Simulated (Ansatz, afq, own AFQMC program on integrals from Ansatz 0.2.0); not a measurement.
# AlGeH₂ (doublet): quantum Monte Carlo beside coupled cluster at distance Ge1–Al2 = 3.077 Å, cc-pVDZ, part 2 of 2

Ansatz 0.2.0, Gaussian basis, and an in-house AFQMC program (afq) on its integrals; all values are calculated; cc-pVDZ, frozen cores.

## Step 9: CCSDT(Q) on UHF

Contents of in.yaml:

```yaml
crystal:
  periodic: [false, false, false]
  atoms:
    - {symbol: Ge, position_ang: [0.000000, 0.000000, 0.894003]}
    - {symbol: Al, position_ang: [0.000000, 0.000000, -2.182997]}
    - {symbol: H, position_ang: [0.000000, -1.374627, -2.996075]}
    - {symbol: H, position_ang: [0.000000, 1.374627, -2.996075]}
basis:
  gaussian: {orbitals: cc-pVDZ}
magnetization: {spin_polarized: true, initial_magnetization: 1}
correlation: {method: ccsdt_q, electrons: outside_noble_gas}
```

The run is started by

```bash
ansatz run in.yaml --threads 1 --pin off --events-out ev --progress --plain --max-ram 1382MiB
```

The log of the run:

```text
Functional definition: HF
  name "HF"
  cite "Fock, Z. Phys. 61, 126 (1930) doi:10.1007/BF01340294"
  parent pbe
  exchange = exact_x
  correlation = 0
1042 factors; integrals over basis functions are off by at most 2.3e-7 eV
mean field evaluation 1: about -63084.1974 eV, gradient 7.6e0 eV
mean field evaluation 2: about -63084.1988 eV, gradient 7.6e0 eV
mean field evaluation 4: about -63085.3366 eV, gradient 1.1e0 eV
mean field evaluation 8: about -63085.3768 eV, gradient 6.4e-2 eV
mean field evaluation 16: about -63085.3897 eV, gradient 6.1e-3 eV
mean field evaluation 32: about -63085.3769 eV, gradient 7.4e-3 eV
mean field evaluation 64: about -63083.7667 eV, gradient 6.4e0 eV
mean field evaluation 96: about -63085.3626 eV, gradient 1.1e0 eV
mean field evaluation 128: about -63084.8218 eV, gradient 5.3e-1 eV
mean field evaluation 160: about -63085.2882 eV, gradient 4.0e-2 eV
mean field evaluation 192: about -63085.1198 eV, gradient 2.4e0 eV
mean field evaluation 224: about -63084.5776 eV, gradient 2.0e0 eV
mean field evaluation 256: about -63084.3858 eV, gradient 2.7e0 eV
mean field evaluation 288: about -63083.5529 eV, gradient 1.3e-1 eV
mean field evaluation 320: about -63083.5538 eV, gradient 1.8e-1 eV
mean field evaluation 352: about -63083.4084 eV, gradient 2.1e-1 eV
mean field evaluation 384: about -63082.4952 eV, gradient 3.0e0 eV
mean field evaluation 416: about -63082.2876 eV, gradient 2.0e-2 eV
mean field evaluation 448: about -63083.7744 eV, gradient 3.8e-1 eV
mean field evaluation 480: about -63082.3151 eV, gradient 4.3e-1 eV
mean field evaluation 512: about -63082.5520 eV, gradient 2.0e-1 eV
mean field evaluation 544: about -63084.9384 eV, gradient 1.8e-2 eV
mean field evaluation 576: about -63083.7583 eV, gradient 5.0e-1 eV
mean field evaluation 608: about -63082.1560 eV, gradient 1.3e-1 eV
mean field evaluation 640: about -63082.8222 eV, gradient 1.8e-2 eV
mean field evaluation 672: about -63081.9419 eV, gradient 2.6e0 eV
mean field evaluation 704: about -63082.5641 eV, gradient 1.4e0 eV
mean field evaluation 736: about -63081.6850 eV, gradient 3.3e-4 eV
mean field evaluation 768: about -63084.9385 eV, gradient 1.1e-2 eV
mean field evaluation 800: about -63084.7389 eV, gradient 7.7e-4 eV
mean field evaluation 832: about -63083.6008 eV, gradient 4.2e-1 eV
mean field evaluation 864: about -63083.5710 eV, gradient 1.9e-1 eV
mean field evaluation 896: about -63082.3242 eV, gradient 1.9e-2 eV
mean field -63085.38974192 eV, -2318.3453122027 hartree, gradient 2.3e-6 eV, S^2 0.982541; 36 other end points of the search recorded, 0 dependent functions left out
determinant -63085.38974192 eV, -2318.3453122027 hartree, with singles and doubles -63089.59140822 eV, -2318.4997205910 hartree
determinant -63085.33292734 eV, -2318.3432243054 hartree, with singles and doubles -63089.46631491 eV, -2318.4951234968 hartree
determinant -63085.28794641 eV, -2318.3415712865 hartree, with singles and doubles -63089.51325068 eV, -2318.4968483546 hartree
determinant -63084.93845519 eV, -2318.3287277212 hartree, with singles and doubles -63088.72671638 eV, -2318.4679437521 hartree
determinant -63084.77371033 eV, -2318.3226734592 hartree, with singles and doubles -63088.63702052 eV, -2318.4646474900 hartree
determinant -63084.73886042 eV, -2318.3213927486 hartree, with singles and doubles -63088.62550033 eV, -2318.4642241307 hartree
determinant -63083.78419660 eV, -2318.2863095003 hartree, with singles and doubles -63088.07218924 eV, -2318.4438903232 hartree
determinant -63083.41668724 eV, -2318.2728037803 hartree, with singles and doubles -63087.60701066 eV, -2318.4267953259 hartree
determinant -63082.82226061 eV, -2318.2509590048 hartree, with singles and doubles -63086.71045512 eV, -2318.3938475175 hartree
determinant -63082.62195823 eV, -2318.2435980280 hartree, with singles and doubles -63086.41592374 eV, -2318.3830236888 hartree
determinant -63082.54376476 eV, -2318.2407244712 hartree, with singles and doubles -63086.30801314 eV, -2318.3790580476 hartree
determinant -63082.47901493 eV, -2318.2383449587 hartree, with singles and doubles -63086.46603437 eV, -2318.3848652207 hartree
determinant -63082.44286169 eV, -2318.2370163517 hartree, with singles and doubles -63086.72252775 eV, -2318.3942911783 hartree
determinant -63082.32582627 eV, -2318.2327153791 hartree, with singles and doubles -63086.45954989 eV, -2318.3846269202 hartree
determinant -63082.28748108 eV, -2318.2313062194 hartree, with singles and doubles -63086.53574180 eV, -2318.3874269215 hartree
determinant -63082.15384732 eV, -2318.2263952692 hartree, with singles and doubles -63087.01874631 eV, -2318.4051770098 hartree
determinant -63082.02655722 eV, -2318.2217174444 hartree, with singles and doubles -63086.43299947 eV, -2318.3836512104 hartree
determinant -63082.00509971 eV, -2318.2209288957 hartree, with singles and doubles -63086.57712235 eV, -2318.3889476286 hartree
determinant -63081.89725837 eV, -2318.2169657996 hartree, with singles and doubles -63086.34565893 eV, -2318.3804415049 hartree
determinant -63085.38974192 eV, -2318.3453122027 hartree, with singles and doubles -63089.61457007 eV, -2318.5005717735 hartree
determinant -63085.33292734 eV, -2318.3432243054 hartree, with singles and doubles -63089.50348766 eV, -2318.4964895703 hartree
determinant -63085.28794641 eV, -2318.3415712865 hartree, with singles and doubles -63089.51382679 eV, -2318.4968695262 hartree
determinant -63085.37690527 eV, -2318.3448404643 hartree, with singles and doubles -63089.61863688 eV, -2318.5007212258 hartree
determinant -63085.37690527 eV, -2318.3448404643 hartree, with singles and doubles -63089.61921818 eV, -2318.5007425884 hartree
19 core orbitals not correlated: weight in the atoms' cores, before any rotation towards them, 1.000 or more for the frozen orbitals, at most 0.000 for the correlated occupied ones
reference -63085.37690527 eV, -2318.3448404643 hartree; 5, 4 occupied and 31, 32 virtual orbitals, 1042 factors
second order -3.19194952 eV of doubles, -0.00000000 eV of singles
cycle   1  -3.89982254 eV  change   -7.1e-1 eV  update   8.7e-2
cycle   2  -4.32274220 eV  change   -4.2e-1 eV  update   4.2e-2
cycle   3  -4.37308169 eV  change   -5.0e-2 eV  update   2.0e-2
cycle   4  -4.38540681 eV  change   -1.2e-2 eV  update   1.1e-2
cycle   5  -4.39009630 eV  change   -4.7e-3 eV  update   6.2e-3
cycle   6  -4.38959426 eV  change    5.0e-4 eV  update   3.5e-3
cycle   7  -4.39011107 eV  change   -5.2e-4 eV  update   1.8e-3
cycle   8  -4.39163935 eV  change   -1.5e-3 eV  update   1.0e-3
cycle   9  -4.39199700 eV  change   -3.6e-4 eV  update   6.1e-4
cycle  10  -4.39147496 eV  change    5.2e-4 eV  update   3.7e-4
cycle  11  -4.39143758 eV  change    3.7e-5 eV  update   2.2e-4
cycle  12  -4.39164473 eV  change   -2.1e-4 eV  update   1.2e-4
cycle  13  -4.39180804 eV  change   -1.6e-4 eV  update   5.8e-5
cycle  14  -4.39184019 eV  change   -3.2e-5 eV  update   2.7e-5
cycle  15  -4.39181894 eV  change    2.1e-5 eV  update   1.5e-5
cycle  16  -4.39180966 eV  change    9.3e-6 eV  update   7.3e-6
cycle  17  -4.39180774 eV  change    1.9e-6 eV  update   4.3e-6
cycle  18  -4.39180926 eV  change   -1.5e-6 eV  update   2.5e-6
cycle  19  -4.39181176 eV  change   -2.5e-6 eV  update   1.4e-6
cycle  20  -4.39181326 eV  change   -1.5e-6 eV  update   8.5e-7
cycle  21  -4.39181308 eV  change    1.7e-7 eV  update   5.2e-7
perturbative correction -0.00681939 eV, -0.0002506081 hartree
Total energy: -63089.77553774 eV, -2318.5064872263 hartree
```

It took 45 s on 1 thread of Arm Neoverse V2, shared host.

From the report: ⟨S²⟩ of the determinant 0.793 (pure doublet: 0.75); correlation -4.3986 eV; T1 0.027; largest double amplitude 0.14.

## Step 10: Phaseless AFQMC, CISD trial on UHF

It reads the integrals that the CCSD(T) run on this determinant wrote.

The run is started by

```bash
afq ham --method phaseless --trial cisd --walkers 60 --populations 1 --least-time 40 --time-step 0.005 --steps-per-block 50 --equilibration-blocks 28 --max-blocks 300 --target-error 0.00036 --factor-cut 1e-05 --start spin_pure --seed 1794 --release-times 0.24,0.51,0.99,1.62,2.4 --release-step 0.03 --release-every 4 --taylor-order 6
```

The log of the run:

```text
orbitals 36  electrons 5 4  factors 261 of 595
reference energy -2318.34483938 Eh
CCSD correlation -0.15590166 Eh in 15 cycles, weight of the determinant in the CISD state 0.8645
energy of the start -2318.499563 Eh
 block  time / (1/Eh)  mean weight  energy / Eh
     1     0.250  1.0011  -2318.498062
     2     0.500  0.9991  -2318.497958
     3     0.750  0.9997  -2318.498908
     4     1.000  0.9990  -2318.499881
     5     1.250  1.0020  -2318.501143
     6     1.500  1.0001  -2318.501749
     7     1.750  1.0003  -2318.502889
     8     2.000  1.0006  -2318.501984
     9     2.250  1.0001  -2318.502982
    10     2.500  1.0009  -2318.503817
    13     3.250  1.0002  -2318.506545
    17     4.250  0.9987  -2318.504729
    21     5.250  0.9995  -2318.505198
    25     6.250  0.9997  -2318.502973
    29     7.250  0.9999  -2318.504381
    33     8.250  1.0006  -2318.505085
    37     9.250  0.9990  -2318.507553
    41    10.250  1.0012  -2318.502745
    45    11.250  0.9997  -2318.506070
    49    12.250  1.0002  -2318.505118
    53    13.250  0.9990  -2318.503704
    57    14.250  1.0007  -2318.503231
    61    15.250  1.0010  -2318.502217
    65    16.250  1.0010  -2318.500945
    69    17.250  1.0002  -2318.504328
    73    18.250  1.0000  -2318.504423
    77    19.250  0.9995  -2318.502246
    81    20.250  0.9987  -2318.501799
    85    21.250  0.9999  -2318.504293
    89    22.250  1.0011  -2318.503754
    93    23.250  0.9981  -2318.505091
    97    24.250  0.9987  -2318.506420
   101    25.250  1.0015  -2318.506365
   105    26.250  1.0007  -2318.504434
   109    27.250  1.0000  -2318.503780
   113    28.250  1.0005  -2318.505196
   117    29.250  0.9997  -2318.503611
   121    30.250  0.9993  -2318.503342
   125    31.250  1.0015  -2318.506511
   129    32.250  1.0001  -2318.503958
   133    33.250  1.0007  -2318.504192
   137    34.250  0.9997  -2318.503126
   141    35.250  0.9997  -2318.504458
   145    36.250  1.0004  -2318.504146
   149    37.250  1.0005  -2318.514745
   153    38.250  1.0018  -2318.503363
   157    39.250  0.9977  -2318.504402
   161    40.250  0.9992  -2318.505058
   165    41.250  1.0015  -2318.506411
   169    42.250  0.9984  -2318.504752
   173    43.250  1.0026  -2318.508651
   177    44.250  0.9996  -2318.506030
   181    45.250  1.0004  -2318.506841
   185    46.250  1.0000  -2318.501481
blocks merged  error / Eh  count
     1  0.000165  160
     2  0.000215  80
     4  0.000263  40
     8  0.000286  20
    16  0.000323  10
released: time / (1/Eh)  energy / Eh  error  mean overlap
  0.24  -2318.504907  0.000308  1.0015
  0.51  -2318.505386  0.000213  0.9922
  0.99  -2318.506111  0.000246  0.9782
  1.62  -2318.505908  0.000445  0.9817
  2.40  -2318.506526  0.000482  0.9414
energy -2318.504584 +/- 0.000286 Eh
```

It took 2.7 min on 1 thread of Arm Neoverse V2, shared host.

Energy -63089.7237 ± 0.0078 eV. Caveats: constraint bias not in the error.

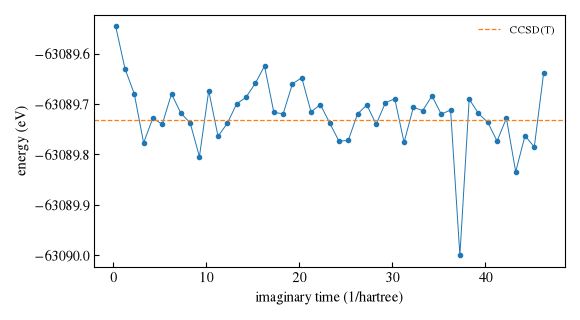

Block energies along the walk.

## Step 11: Phaseless AFQMC, single-determinant trial on UHF

It reads the integrals that the CCSD(T) run on this determinant wrote.

The run is started by

```bash
afq ham --method phaseless --trial hf --walkers 120 --populations 1 --least-time 40 --time-step 0.005 --steps-per-block 20 --equilibration-blocks 112 --max-blocks 600 --target-error 0.00108 --factor-cut 1e-05 --start spin_pure --seed 8943 --taylor-order 6
```

The log of the run:

```text
orbitals 36  electrons 5 4  factors 261 of 595
reference energy -2318.34483938 Eh
CCSD correlation -0.15590166 Eh in 15 cycles, weight of the determinant in the CISD state 0.8645
energy of the start -2318.345518 Eh
 block  time / (1/Eh)  mean weight  energy / Eh
     1     0.100  0.9993  -2318.364754
     2     0.200  1.0009  -2318.383810
     3     0.300  1.0015  -2318.401666
     4     0.400  1.0009  -2318.413522
     5     0.500  0.9991  -2318.426445
     6     0.600  1.0002  -2318.437705
     7     0.700  1.0006  -2318.443574
     8     0.800  1.0021  -2318.450287
     9     0.900  0.9996  -2318.460012
    10     1.000  1.0021  -2318.465147
    18     1.800  1.0007  -2318.484820
    35     3.500  0.9998  -2318.488929
    52     5.200  0.9991  -2318.498905
    69     6.900  1.0010  -2318.512806
    86     8.600  1.0000  -2318.533530
   103    10.300  0.9999  -2318.514586
   120    12.000  0.9995  -2318.512931
   137    13.700  0.9996  -2318.503411
   154    15.400  0.9998  -2318.534155
   171    17.100  1.0008  -2318.478732
   188    18.800  1.0004  -2318.498869
   205    20.500  0.9993  -2318.508020
   222    22.200  0.9994  -2318.510174
   239    23.900  0.9996  -2318.499145
   256    25.600  1.0000  -2318.515126
   273    27.300  1.0007  -2318.522240
   290    29.000  0.9987  -2318.498297
   307    30.700  0.9992  -2318.483849
   324    32.400  1.0004  -2318.513290
   341    34.100  1.0021  -2318.499719
   358    35.800  0.9972  -2318.505290
   375    37.500  1.0000  -2318.519852
   392    39.200  0.9999  -2318.517733
   409    40.900  1.0003  -2318.504206
   426    42.600  1.0004  -2318.489057
   443    44.300  0.9981  -2318.505909
   460    46.000  0.9986  -2318.496959
   477    47.700  0.9996  -2318.492763
   494    49.400  1.0001  -2318.496618
   511    51.100  0.9995  -2318.506895
   528    52.800  1.0012  -2318.510099
   545    54.500  0.9997  -2318.534652
   562    56.200  0.9993  -2318.505037
   579    57.900  1.0000  -2318.508141
   596    59.600  1.0004  -2318.505247
   613    61.300  1.0009  -2318.505463
   630    63.000  0.9997  -2318.485563
   647    64.700  1.0001  -2318.498506
   664    66.400  0.9996  -2318.495339
   681    68.100  1.0010  -2318.512860
   698    69.800  0.9994  -2318.507347
blocks merged  error / Eh  count
     1  0.000486  600
     2  0.000656  300
     4  0.000891  150
     8  0.001181  75
    16  0.001364  37
    32  0.001708  18
    64  0.001478  9
energy -2318.504972 +/- 0.001708 Eh
```

Wall time 3 min (1 thread of Arm Neoverse V2, shared host).

Energy -63089.7343 ± 0.0465 eV. The run doesn't count as converged. Caveats: constraint bias not in the error; error not settled; error above the target.

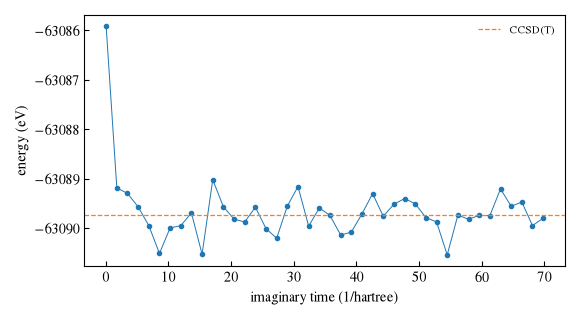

Block energies along the walk.

## Step 12: Free-projection AFQMC, CISD trial on UHF

It reads the integrals that the CCSD(T) run on this determinant wrote.

The run is started by

```bash
afq ham --method free --trial cisd --walkers 60 --time-step 0.03 --max-blocks 80 --target-error 0.00036 --factor-cut 1e-05 --seed 5542 --times 0,0.3,0.6,1.2,1.8,2.4,3.6,4.8,6 --taylor-order 8
```

The log of the run:

```text
orbitals 36  electrons 5 4  factors 261 of 595
reference energy -2318.34483938 Eh
CCSD correlation -0.15590166 Eh in 15 cycles, weight of the determinant in the CISD state 0.8645
repeat  energy at the last time / Eh  error
    10  -2318.505481  0.001299
    20  -2318.506628  0.000962
    30  -2318.506333  0.000770
    40  -2318.506412  0.000632
    50  -2318.505854  0.000692
    60  -2318.506021  0.000616
    70  -2318.506240  0.000553
    80  -2318.506323  0.000495
time / (1/Eh)  energy / Eh  error  mean overlap
  0.00  -2318.500711  0.000086  1.1565
  0.30  -2318.502794  0.000109  1.1511
  0.60  -2318.503769  0.000118  1.1581
  1.20  -2318.505049  0.000141  1.1549
  1.80  -2318.505600  0.000170  1.1674
  2.40  -2318.505666  0.000203  1.1721
  3.60  -2318.506320  0.000261  1.1743
  4.80  -2318.506629  0.000314  1.1836
  6.00  -2318.506323  0.000495  1.1873
energy -2318.506323 +/- 0.000495 Eh
```

Run time: 3.4 min. Hardware: 1 thread of Arm Neoverse V2, shared host.

Energy -63089.7711 ± 0.0135 eV. Caveats: remainder of the start not in the error.

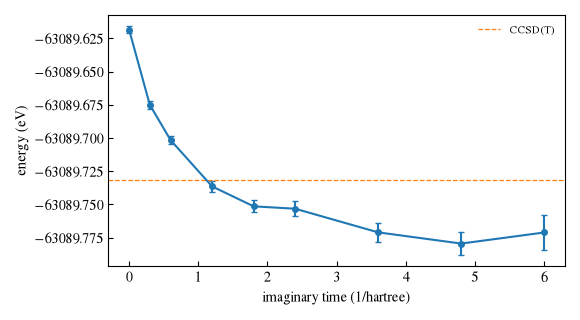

Energy against projection time, with error bars.

## Step 13: AFQMC on the ladder

On the UHF determinant, counted from CCSDT(Q) (a yardstick, not exact):

```csv
level,energy (eV),from CCSDT(Q) (kcal/mol),statistical error (kcal/mol),time
HF,-63085.3769,+101.44,,
MP2,-63088.5688,+27.83,,
CCSD,-63089.6192,+3.61,,
CCSD(T),-63089.7319,+1.01,,
CCSDT(Q),-63089.7755,0.00,,
"Phaseless AFQMC, CISD trial, step 0.005, 60 walkers",-63089.7237,+1.19,0.18,2.7 min
"Free-projection AFQMC, CISD trial, step 0.03, 60 walkers",-63089.7711,+0.10,0.31,3.4 min
```

The functionals' totals stand on their own zeros and serve differences with other points: PBE -63131.739 eV; r2SCAN -63142.909 eV; PBE0 -63133.837 eV; B3LYP -63146.190 eV; wB97M-V -63140.363 eV; B2PLYP -63129.479 eV.

## Step 14: What came out

The summary covers parts 1 to 2.

| quantity | value |
| --- | --- |
| CCSD(T) on UHF from CCSDT(Q) | +1.01 kcal/mol |
| Phaseless AFQMC, CISD trial on UHF from CCSDT(Q) | +1.19 ± 0.18 kcal/mol |
| Free-projection AFQMC, CISD trial on UHF from CCSDT(Q) | +0.10 ± 0.31 kcal/mol |

On UHF the phaseless walk with the CISD trial lies +1.19 kcal/mol from CCSDT(Q), 7 times its error bar. Free projection has no constraint; at the last time it gives +0.10 ± 0.31 kcal/mol, and from a start that isn't spin pure other spins can mix in. Error bars are statistical and leave out the constraint, the time step and what remains of the start.
